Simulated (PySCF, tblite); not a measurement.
**C4H7F2N: a rotation path, then NMR shifts on frames**

Aim: move C4H7F2N (`FC(F)[C@H]1CCN1`) away from its starting geometry and see how NMR shifts follow the geometry.

Computed with tblite 0.8.0 and PySCF 2.14.0, with density-fitted response routines of our own, on a single molecule in the gas phase. Atoms are numbered from 0 throughout.

## (1) The starting structure

14 atoms, charge 0, multiplicity 1; geometry from: GFN2-xTB.

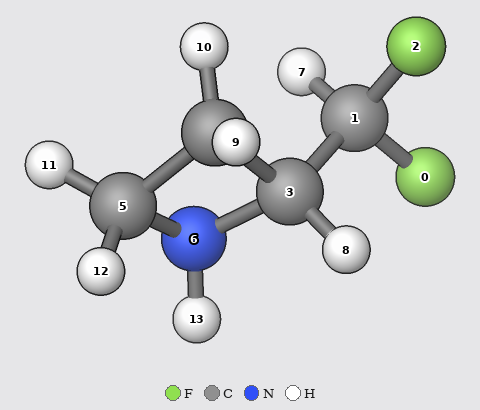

The starting geometry (fluorine green, carbon grey, nitrogen blue, hydrogen white), atoms numbered.

## (2) A band between two rotamers with GFN2-xTB

What the job is given:

```
{"job": {"kind": "neb", "xc": "GFN2-xTB", "basis": "xTB", "atoms": [2, 1, 3, 6], "turn": 120}, "charge": 0, "multiplicity": 1}
F     -2.503818     0.498572    -1.075900
C     -1.730667    -0.131221    -0.158346
F     -2.366176     0.016816     1.031416
C     -0.335367     0.479548    -0.102593
C      0.586977    -0.065527     0.999065
C      1.607904    -0.327626    -0.117080
N      0.559609    -0.082121    -1.111556
H     -1.706929    -1.201183    -0.408914
H     -0.433975     1.572728    -0.101347
H      0.878248     0.646505     1.765008
H      0.203626    -0.968680     1.465519
H      2.013526    -1.338419    -0.182353
H      2.431619     0.392965    -0.125353
H      0.794746     0.507170    -1.899733
```

Level: GFN2-xTB climbing-image nudged elastic band, gas phase.

Command:

```bash
$ OMP_NUM_THREADS=1 python probes_run.py task.json out
```

The driver reads the jobs from task.json and runs them one after another.

The log of the run:

```text
image   E - E0 / eV
  0      -0.0000
  1       0.0153
  2       0.0530
  3       0.1006
  4       0.1378
  5       0.1488
  6       0.1332
  7       0.1083
  8       0.0943
```

Wall time 4.3 s (1 thread, shared host).

The final band, with the dihedral F2–C1–C3–N6:

```csv
image,dihedral (°),energy (eV),energy (kcal/mol)
0,158,0.000,0.0
1,175,0.015,0.4
2,192,0.053,1.2
3,208,0.101,2.3
4,224,0.138,3.2
5,240,0.149,3.4
6,256,0.133,3.1
7,272,0.108,2.5
8,286,0.094,2.2
```

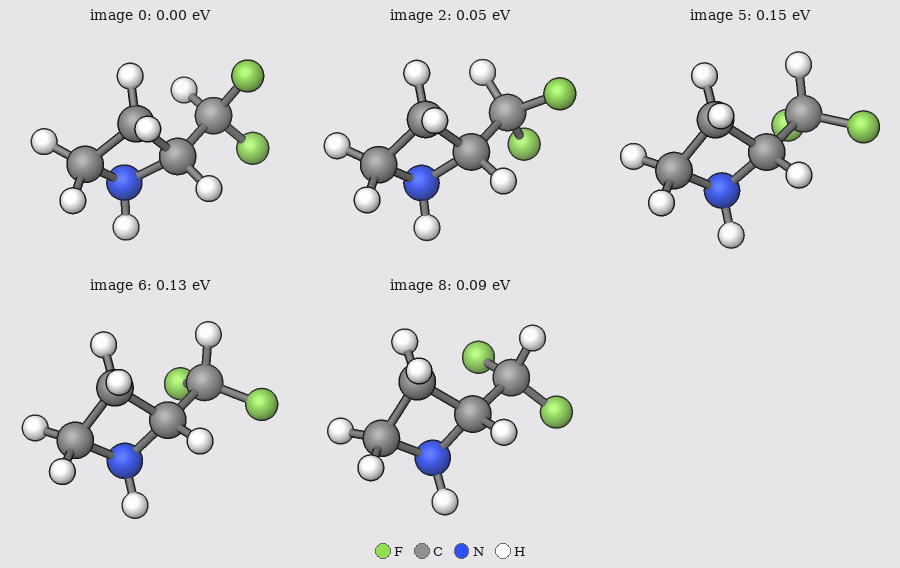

Images along the band.

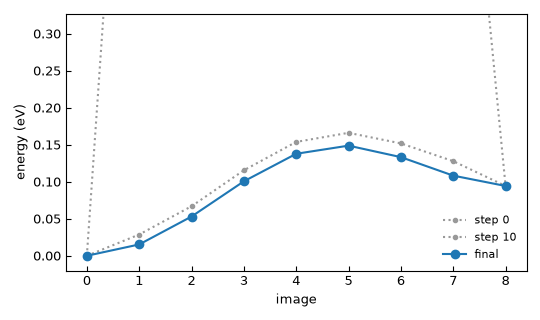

Energy along the band, early and final.

## (3) Shielding tensors: image 0, PBE0/pcSseg-1

What the job is given:

```
{"job": {"kind": "nmr", "xc": "PBE0", "basis": "pcSseg-1", "pop": false}, "charge": 0, "multiplicity": 1}
F     -2.503800     0.498600    -1.075900
C     -1.730700    -0.131200    -0.158300
F     -2.366200     0.016800     1.031400
C     -0.335400     0.479500    -0.102600
C      0.587000    -0.065500     0.999100
C      1.607900    -0.327600    -0.117100
N      0.559600    -0.082100    -1.111600
H     -1.706900    -1.201200    -0.408900
H     -0.434000     1.572700    -0.101300
H      0.878200     0.646500     1.765000
H      0.203600    -0.968700     1.465500
H      2.013500    -1.338400    -0.182400
H      2.431600     0.393000    -0.125400
H      0.794700     0.507200    -1.899700
```

With the program's defaults for keys left out, this is: GIAO PBE0/pcSseg-1 NMR shielding, non-relativistic, gas phase.

The log of the run:

```text
coarse grid: 11920 points
cycle   1  E = -410.4282046284  dE =  9.796e-01  |g| = 6.854e-01  |ddm| = 3.229e+00
cycle   2  E = -410.3648736699  dE =  6.333e-02  |g| = 9.573e-01  |ddm| = 9.736e-01
cycle   3  E = -410.5089957158  dE = -1.441e-01  |g| = 5.305e-02  |ddm| = 5.729e-01
cycle   4  E = -410.5094238371  dE = -4.281e-04  |g| = 2.543e-02  |ddm| = 6.169e-02
cycle   5  E = -410.5095636055  dE = -1.398e-04  |g| = 6.502e-03  |ddm| = 2.581e-02
cycle   6  E = -410.5095725026  dE = -8.897e-06  |g| = 1.225e-03  |ddm| = 5.847e-03
final grid: 116640 points
cycle   7  E = -410.5636503819  dE = -4.401e-05  |g| = 9.254e-03  |ddm| = 2.813e-02
cycle   8  E = -410.5636373641  dE =  1.302e-05  |g| = 1.260e-02  |ddm| = 1.738e-02
cycle   9  E = -410.5636694109  dE = -3.205e-05  |g| = 8.835e-04  |ddm| = 9.688e-03
cycle  10  E = -410.5636695434  dE = -1.324e-07  |g| = 2.643e-04  |ddm| = 8.460e-04
cycle  11  E = -410.5636695548  dE = -1.142e-08  |g| = 6.266e-05  |ddm| = 2.011e-04
cycle  12  E = -410.5636695556  dE = -7.988e-10  |g| = 1.721e-05  |ddm| = 6.147e-05
converged SCF energy = -410.5636695556

GIAO shielding tensors (ppm)
atom      isotropic    diamagn.    paramagn.     s11        s22        s33       span
  0 F      312.839     470.787    -157.948    230.318    338.494    369.703    139.385
  1 C       58.302     240.570    -182.268     49.078     56.663     69.166     20.088
  2 F      320.340     471.426    -151.086    226.421    341.602    392.996    166.575
  3 C      124.373     248.331    -123.958    104.099    125.850    143.171     39.072
  4 C      165.135     249.237     -84.102    151.224    159.142    185.039     33.815
  5 C      140.217     246.309    -106.092    117.250    132.230    171.172     53.922
  6 N      228.453     319.085     -90.632    183.845    237.999    263.514     79.669
  7 H       25.620      28.168      -2.548     24.397     25.170     27.292      2.895
  8 H       27.619      30.757      -3.139     25.197     27.505     30.153      4.955
  9 H       29.430      29.930      -0.500     26.258     27.114     34.918      8.660
 10 H       29.403      30.311      -0.908     26.763     27.932     33.515      6.752
 11 H       28.102      28.670      -0.568     24.542     25.424     34.340      9.798
 12 H       27.931      29.371      -1.441     25.081     25.922     32.788      7.707
 13 H       30.687      32.500      -1.813     23.575     28.540     39.945     16.370
```

Wall time 48 s (1 thread, shared host).

The references, computed at this level on geometries of the same kind, shield at (ppm): 1H TMS 31.72, 13C TMS 186.9, 19F CFCl3 170.9, 15N NH3 267.7. Their shielding less the atom's gives the shift. The references are single molecules in the gas phase, so shifts against H2O, NH3, PH3, H3PO4 or CFCl3 are not on the usual liquid scales and can be off by tens of ppm. Each atom is listed at this fixed geometry, with no averaging over motion; a spectrum would average atoms that exchange fast.

```csv
atoms,environment,σ (ppm),δ (ppm)
C1,sp3 CH bonded to 2 F,58.3,128.6
C3,sp3 CH bonded to N,124.4,62.6
C5,sp3 CH2 bonded to N,140.2,46.7
C4,sp3 CH2 in a ring,165.1,21.8
H7,hydrogen on an sp3 CH bonded to 2 F,25.62,6.10
H8,hydrogen on an sp3 CH bonded to N,27.62,4.10
H12,hydrogen on an sp3 CH2 bonded to N,27.93,3.79
H11,hydrogen on an sp3 CH2 bonded to N,28.10,3.62
H10,hydrogen on an sp3 CH2 in a ring,29.40,2.31
H9,hydrogen on an sp3 CH2 in a ring,29.43,2.29
H13,hydrogen on an amine nitrogen,30.69,1.03
F0,fluorine of a CF2 group,312.8,-141.9
F2,fluorine of a CF2 group,320.3,-149.4
N6,amine nitrogen,228.5,39.3
```

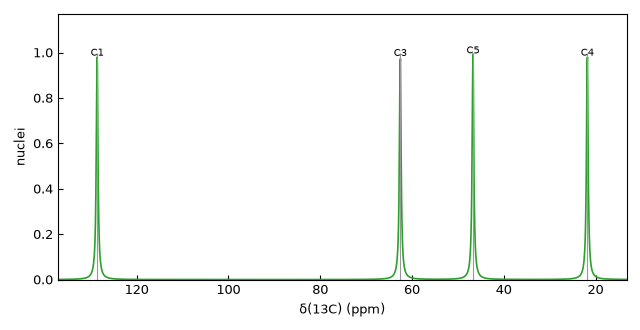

13C lines at the computed shifts, without couplings. Lines are broadened to a width of 0.43 ppm (Lorentzian).

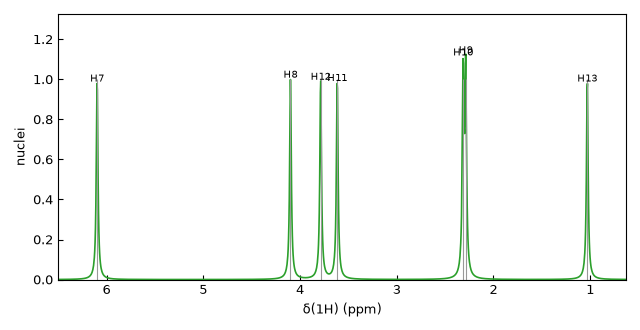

1H lines at the computed shifts, without couplings. Lines are broadened to a width of 0.02 ppm (Lorentzian).

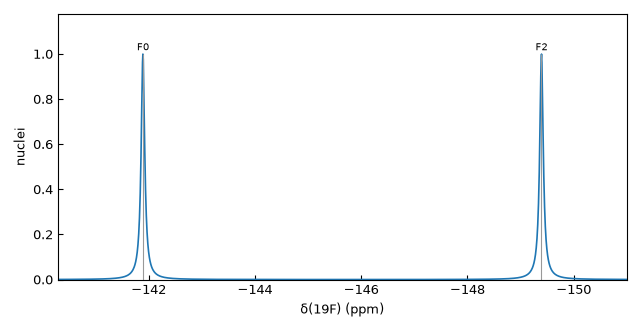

19F lines at the computed shifts, without couplings. Lines are broadened to a width of 0.08 ppm (Lorentzian).

Ring of atoms C3, C4, C5, N6: NICS(0) -1.0, NICS(1) 0.5, NICS(1)zz 3.7 ppm (means of both faces).

The fields below are evaluated on a grid from the run's orbitals.

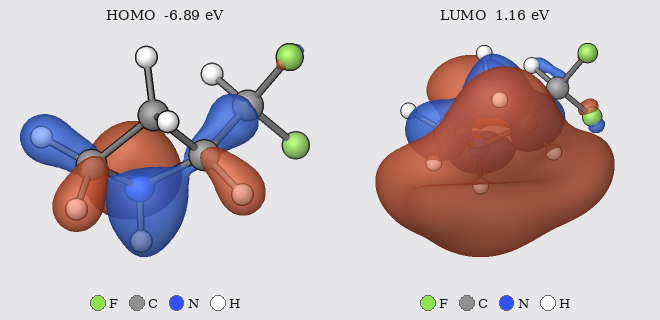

Frontier orbitals at PBE0/pcSseg-1; each surface holds 70 % of the orbital's density, blue and red mark the sign.

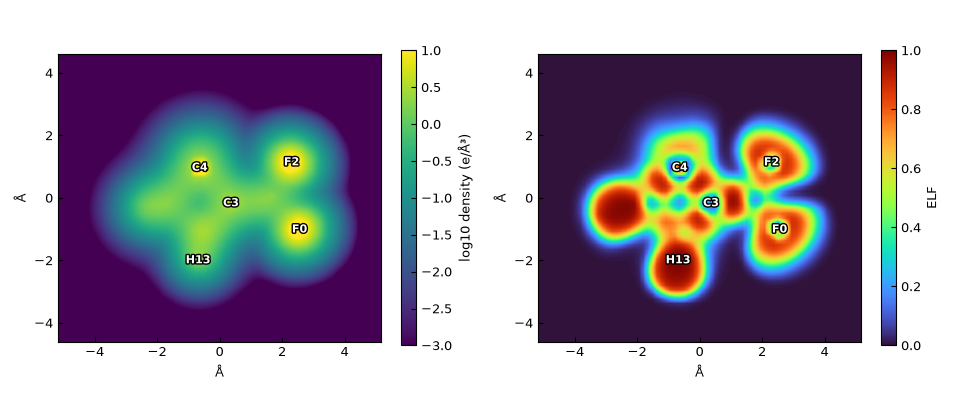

Density (left) and ELF (right) in a plane through or near 5 of the atoms.

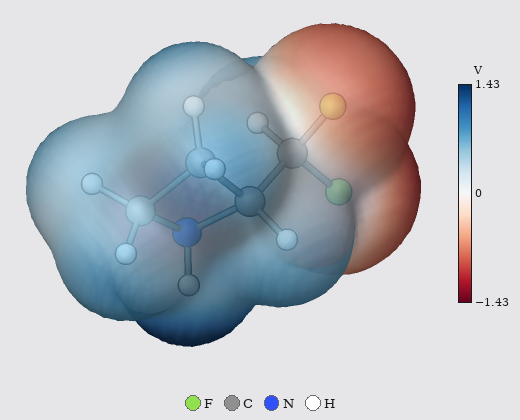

Electrostatic potential on the surface of density 0.002 e/bohr³; red is low, blue high. It runs, from the 1st to the 99th percentile, from -1.26 V near N6 to 1.43 V near H13.

## (4) Nuclear shieldings: image 2, PBE0/pcSseg-1

What the job is given:

```
{"job": {"kind": "nmr", "xc": "PBE0", "basis": "pcSseg-1", "pop": false}, "charge": 0, "multiplicity": 1}
F     -2.262600     0.051000    -1.354200
C     -1.740300    -0.122300    -0.118300
F     -2.582900     0.510300     0.737700
C     -0.338500     0.475800    -0.025400
C      0.622500    -0.162300     0.990000
C      1.610800    -0.301600    -0.176800
N      0.527700     0.020300    -1.107600
H     -1.765500    -1.198100     0.107600
H     -0.440700     1.564900     0.078400
H      0.933400     0.465600     1.819500
H      0.267000    -1.117700     1.365900
H      2.025300    -1.296000    -0.350800
H      2.426700     0.426800    -0.139900
H      0.716400     0.682900    -1.848200
```

Level: GIAO PBE0/pcSseg-1 NMR shielding, non-relativistic, gas phase.

The log of the run:

```text
coarse grid: 11920 points
cycle   1  E = -410.4259970178  dE =  9.847e-01  |g| = 6.875e-01  |ddm| = 3.231e+00
cycle   2  E = -410.3611642464  dE =  6.483e-02  |g| = 9.640e-01  |ddm| = 9.994e-01
cycle   3  E = -410.5075993219  dE = -1.464e-01  |g| = 5.296e-02  |ddm| = 5.860e-01
cycle   4  E = -410.5080234860  dE = -4.242e-04  |g| = 2.578e-02  |ddm| = 6.132e-02
cycle   5  E = -410.5081675267  dE = -1.440e-04  |g| = 6.496e-03  |ddm| = 2.581e-02
cycle   6  E = -410.5081763345  dE = -8.808e-06  |g| = 1.196e-03  |ddm| = 5.776e-03
final grid: 116640 points
cycle   7  E = -410.5619934303  dE = -4.347e-05  |g| = 8.984e-03  |ddm| = 2.907e-02
cycle   8  E = -410.5619816520  dE =  1.178e-05  |g| = 1.211e-02  |ddm| = 1.654e-02
cycle   9  E = -410.5620114844  dE = -2.983e-05  |g| = 8.783e-04  |ddm| = 9.225e-03
cycle  10  E = -410.5620116132  dE = -1.288e-07  |g| = 2.559e-04  |ddm| = 8.243e-04
cycle  11  E = -410.5620116236  dE = -1.039e-08  |g| = 6.384e-05  |ddm| = 1.942e-04
cycle  12  E = -410.5620116244  dE = -8.282e-10  |g| = 1.764e-05  |ddm| = 6.246e-05
converged SCF energy = -410.5620116244

GIAO shielding tensors (ppm)
atom      isotropic    diamagn.    paramagn.     s11        s22        s33       span
  0 F      313.413     470.904    -157.492    219.627    333.496    387.115    167.488
  1 C       60.038     240.608    -180.571     48.877     60.166     71.070     22.193
  2 F      316.212     470.656    -154.444    233.977    345.973    368.688    134.711
  3 C      124.728     247.811    -123.084    102.103    125.379    146.701     44.598
  4 C      162.999     249.232     -86.233    152.328    154.934    181.735     29.407
  5 C      140.165     246.090    -105.925    117.175    132.063    171.257     54.082
  6 N      231.467     319.096     -87.630    181.530    248.786    264.084     82.553
  7 H       25.828      28.226      -2.398     24.541     25.062     27.881      3.340
  8 H       27.677      30.713      -3.037     24.865     27.569     30.595      5.730
  9 H       29.398      29.796      -0.399     26.206     27.056     34.930      8.724
 10 H       29.576      30.396      -0.820     27.140     27.712     33.874      6.734
 11 H       28.085      28.635      -0.550     24.391     25.458     34.406     10.015
 12 H       27.908      29.317      -1.409     25.122     25.812     32.790      7.668
 13 H       30.718      32.566      -1.848     23.406     28.668     40.080     16.674
```

Run time: 41 s. Hardware: 1 thread, shared host.

Key values: δ C1 126.9, C3 62.2, C5 46.8, C4 23.9, H7 5.89, H8 4.04 ppm.

(Part 1 of 2 ends here.)
